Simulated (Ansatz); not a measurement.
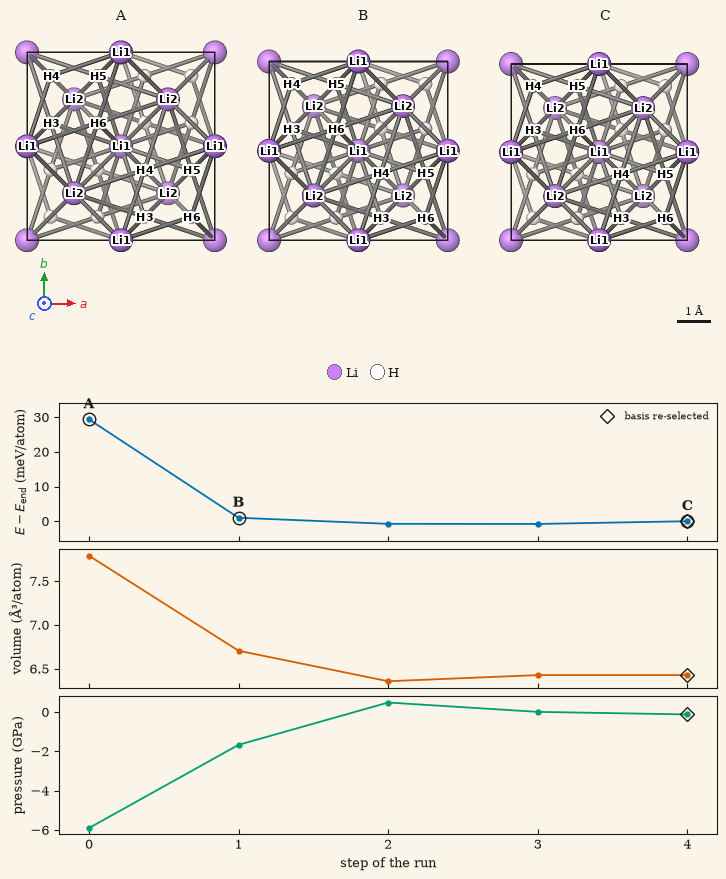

Frames of a relaxation of solid LiH2 (a generated structure, set up in Fd-3m) (coarse preliminary run), marked on the history of the run. Style: ball-and-stick. Shown: the conventional cell (4 times the calculation's cell), along the c axis. Lengths and directions refer to the drawn axes.

Method: Ansatz, DFT PBE, scalar-relativistic, plane waves, PAW.

The input:
```yaml
crystal:
  lattice:
    - [0.0, 2.85910099, 2.85910099]
    - [2.85910099, 0.0, 2.85910099]
    - [2.85910099, 2.85910099, 0.0]
  atoms:
    - { symbol: Li, position: [0.5, 0.5, 0.5] }
    - { symbol: Li, position: [0.75, 0.75, 0.75] }
    - { symbol: H, position: [0.125, 0.125, 0.125] }
    - { symbol: H, position: [0.625, 0.125, 0.125] }
    - { symbol: H, position: [0.125, 0.125, 0.625] }
    - { symbol: H, position: [0.125, 0.625, 0.125] }
basis:
  ecutwfc: 420
kpoints:
  mp_grid: { grid: [6, 6, 6] }
hamiltonian:
  xc: pbe
scf:
  occupations: { method: gaussian, width: 0.1 }
  lower_state_search: "off"
output:
  forces: true
  stress: true
  eigenvalues: true
relax:
  adjacent_minimum: "off"
  f_tol: 0.04
  max_steps: 70
  cell: { stress_tol: 0.4 }
```

Launched with:
```bash
ansatz run input.yaml --threads 1 --pin off --max-ram 2048MiB --backend cpu --events-out ev --progress --plain --runs-dir out
```

Q: What happens along the run?

A: Over 3 accepted moves (4 points after the start) the energy falls by 29.4 meV per atom. All forces vanish by symmetry, so only the cell relaxes. The pressure goes from −5.90 to −0.12 GPa. At 1 point the geometry stayed and the basis and grid were re-selected for the new cell (energy shift of 0.8 meV per atom at most each time). The atoms keep their places relative to the cell (all moves are under 0.005 Å). The drawn cell changes as follows: a = b = c 5.718 → 5.363 Å (−6.2 %); the volume changes by −17.5 %. Among the contacts that change: Li1–Li2 2.476 → 2.322 Å, Li1–H3 2.371 → 2.223 Å. The space group stays Fd-3m (No. 227). From step 0 to 1: volume −13.9 %, energy −28.4 meV per atom. From step 1 to 4: volume −4.1 %, energy −1.0 meV per atom.

| step | E − E(0), meV/atom | pressure, GPa | volume, Å³/atom | note |
| --- | --- | --- | --- | --- |
| 0 | 0.00 | -5.90 | 7.791 |  |
| 1 | -28.39 | -1.67 | 6.706 |  |
| 2 | -30.14 | 0.49 | 6.358 |  |
| 3 | -30.17 | 0.01 | 6.428 |  |
| 4 | -29.39 | -0.12 | 6.428 | same geometry, new basis |
